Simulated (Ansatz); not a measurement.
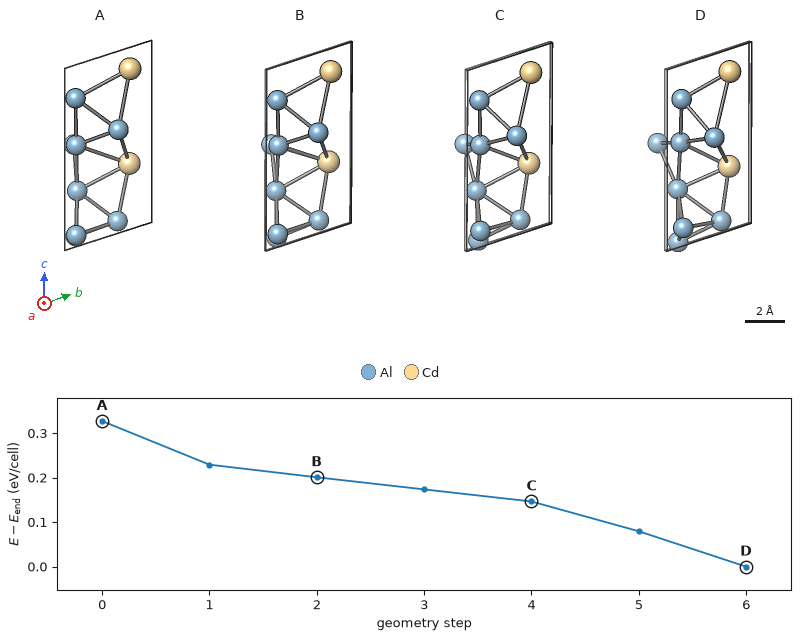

Frames of a relaxation of solid Al₄Cd (a generated structure, set up in P1) (coarse preliminary run), marked on the history of the run. The picture is a ball-and-stick view of the cell of the calculation, reduced to other axes, seen along the a axis. Lengths and directions refer to the drawn axes.

All numbers below come from DFT PBE, scalar-relativistic, plane waves, PAW in Ansatz 0.2.0.

Input file:
```yaml
crystal:
  lattice:
    - [0.1139164961, 3.8422014887, 3.9319017064]
    - [3.7906419468, 3.8536313547, 0.1024866302]
    - [-3.8546257226, 7.6687598549, -4.03017508]
  atoms:
    - { symbol: Al, position: [0.4232841481, 0.4313288049, 0.6944964998] }
    - { symbol: Al, position: [0.9423763753, 0.9312369346, 0.1833804161] }
    - { symbol: Al, position: [0.1961660743, 0.1953595014, 0.9321846301] }
    - { symbol: Al, position: [0.6904865394, 0.6900890849, 0.4323804164] }
    - { symbol: Al, position: [0.6869675272, 0.1789153433, 0.9363271149] }
    - { symbol: Al, position: [0.1903576583, 0.7008116972, 0.4344559358] }
    - { symbol: Al, position: [0.1918535172, 0.6792378228, 0.9411092556] }
    - { symbol: Al, position: [0.690955795, 0.1758021869, 0.4414718953] }
    - { symbol: Cd, position: [0.1218869237, 0.134990601, 0.636603967] }
    - { symbol: Cd, position: [0.6156654414, 0.632228023, 0.1175898692] }
basis:
  ecutwfc: 420
kpoints:
  mp_grid: { grid: [6, 6, 6] }
hamiltonian:
  xc: pbe
scf:
  occupations: { method: gaussian, width: 0.2 }
  lower_state_search: "off"
output:
  forces: true
  stress: true
  eigenvalues: true
relax:
  adjacent_minimum: "off"
  f_tol: 0.025
  max_steps: 60
  cell: { stress_tol: 0.25 }
```

Launched with:
```bash
ansatz run input.yaml --threads 1 --pin off --max-ram 2048MiB --backend cpu --events-out ev --progress --plain --runs-dir out
```

Question: What happens along the run?

Answer: The run was cut off at its time limit before the relaxation converged, so the last structure is only a point on the way. Over 6 geometry steps the energy falls by 0.327 eV per cell of the calculation. The largest force component goes from 0.44 to 0.15 eV/Å. Pressure: −0.04 GPa at the start and −0.24 GPa at the end. The largest move relative to the cell is that of Al6, 0.94 Å roughly along [0 −3 1]. By element the largest moves are Al 0.94 Å, Cd 0.18 Å. The drawn cell changes as follows: a 5.309 → 5.287 Å (−0.4 %), b 5.406 → 5.324 Å (−1.5 %), c 9.482 → 9.449 Å (−0.4 %), β 88.5° → 89.2°, γ 61.7° → 58.9°; the volume changes by −5.5 %. Some distances before and after: Al6–Cd9 3.271 → 4.278 Å, Al5–Cd10 3.186 → 3.750 Å, Al8–Cd9 3.244 → 3.678 Å, Al5–Cd9 3.194 → 2.772 Å. The space group stays P1 (No. 1). From step 0 to 2: Al4 moves most (0.21 Å), volume −0.6 %, energy −0.126 eV per cell of the calculation. From step 2 to 4: Al6 moves most (0.38 Å), volume −1.5 %, energy −54.4 meV per cell of the calculation. From step 4 to 6: Al6 moves most (0.38 Å), volume −3.5 %, energy −0.147 eV per cell of the calculation.

```
step  E − E(0), meV/atom  largest force component, eV/Å  pressure, GPa  volume, Å³/atom
   0                0.00                         0.4438          -0.04           22.802
   1               -9.80                         0.0873           0.24           22.558
   2              -12.64                         0.0443          -0.24           22.660
   3              -15.36                         0.0776          -0.25           22.461
   4              -18.08                         0.1144          -0.51           22.329
   5              -24.78                         0.1107          -0.39           21.963
   6              -32.73                         0.1476          -0.24           21.553
```
